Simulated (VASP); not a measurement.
Band structure of Ag (relaxed from the omega structure, space group P6/mmm). All values below come from PBEsol GGA, VASP's PBE PAW potentials (set 64) (plane waves; VASP 6.6.1).

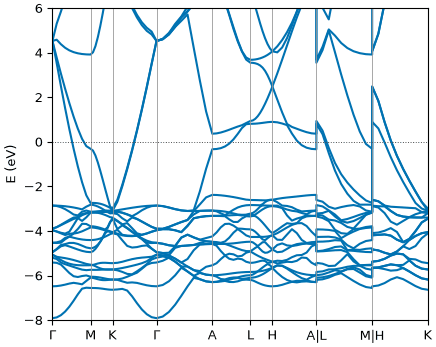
Figure: Bands along high-symmetry lines, zero at the valence-band maximum or, without a gap, the Fermi level

### Question
Read the plot: is there a gap, and where are the band edges?

### Answer
It has no gap at this level: it comes out as a metal or semimetal. (Edges off the drawn lines would not show.)

The structure was generated: Ag was put into the omega type (P6/mmm), which need not be its known phase. It was relaxed first.
